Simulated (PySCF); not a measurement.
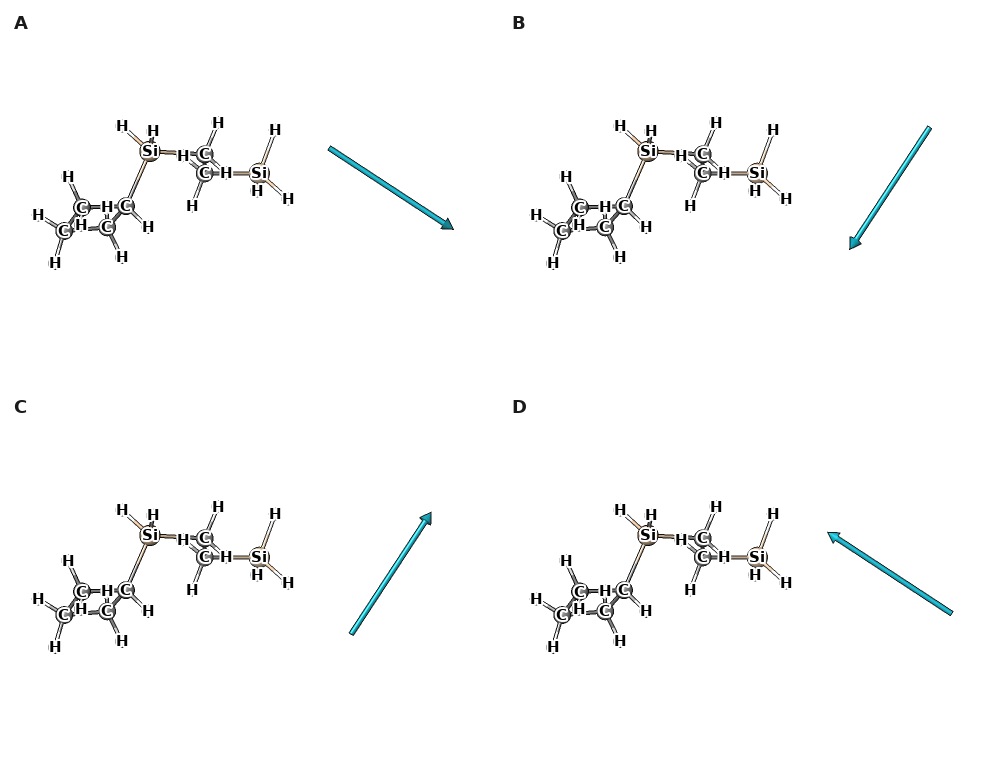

The same molecule four times, each with an arrow. The computed structure is the end point of a GFN2-xTB optimisation. No frequency run is at hand to confirm it as a minimum. Method: PBE0/pcSseg-1, gas phase (PySCF 2.14.0).

Which arrow points along the dipole moment, from the negative to the positive end?

Answer. B. The dipole moment is 0.76 D.

The geometry is semi-empirical. Around Si such bond lengths and angles can be off by a tenth of an ångström or more and by several degrees, and values that hang on the shape move with them.
